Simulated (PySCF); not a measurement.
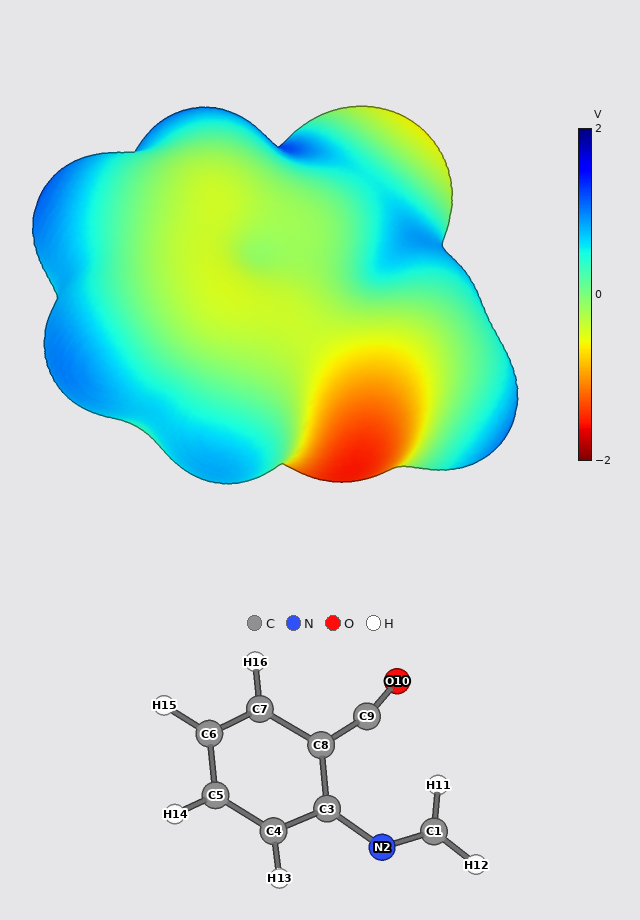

*C$_{8}$H$_{6}$NO (SMILES C=Nc1ccccc1[C]=O) (doublet). The electrostatic potential painted on the density surface at 0.002 e/bohr³, seen at a tilt; red is negative and blue positive. The bare structure is drawn below in the same view.*

Geometry: GFN2-xTB.

Computed with UKS B3LYP, pcH-1 on C H N O, non-relativistic, mean-field spin-orbit, GIAO in PySCF 2.14.0, density-fitted response routines.

```yaml
atoms:
  - { symbol: C, position_ang: [2.7300, 0.3875, 0.0244] }
  - { symbol: N, position_ang: [1.9364, -0.5083, -0.3915] }
  - { symbol: C, position_ang: [0.5929, -0.4264, -0.2633] }
  - { symbol: C, position_ang: [-0.1725, -1.4841, -0.7491] }
  - { symbol: C, position_ang: [-1.5455, -1.4968, -0.6603] }
  - { symbol: C, position_ang: [-2.2150, -0.4190, -0.0568] }
  - { symbol: C, position_ang: [-1.5260, 0.6454, 0.4359] }
  - { symbol: C, position_ang: [-0.0898, 0.7034, 0.3546] }
  - { symbol: C, position_ang: [0.4794, 1.8003, 0.8587] }
  - { symbol: O, position_ang: [0.7081, 2.8383, 1.3518] }
  - { symbol: H, position_ang: [2.3830, 1.3020, 0.5231] }
  - { symbol: H, position_ang: [3.7898, 0.2591, -0.1084] }
  - { symbol: H, position_ang: [0.3618, -2.3044, -1.2024] }
  - { symbol: H, position_ang: [-2.1106, -2.3291, -1.0483] }
  - { symbol: H, position_ang: [-3.2919, -0.4334, 0.0197] }
  - { symbol: H, position_ang: [-2.0378, 1.4744, 0.9004] }
```

### Describe the electrostatic potential map.

The most negative region (about −1.5 V) lies over N2, the most positive (about +1.2 V) over C9 and H16. N2 is the likeliest acceptor of a hydrogen bond.
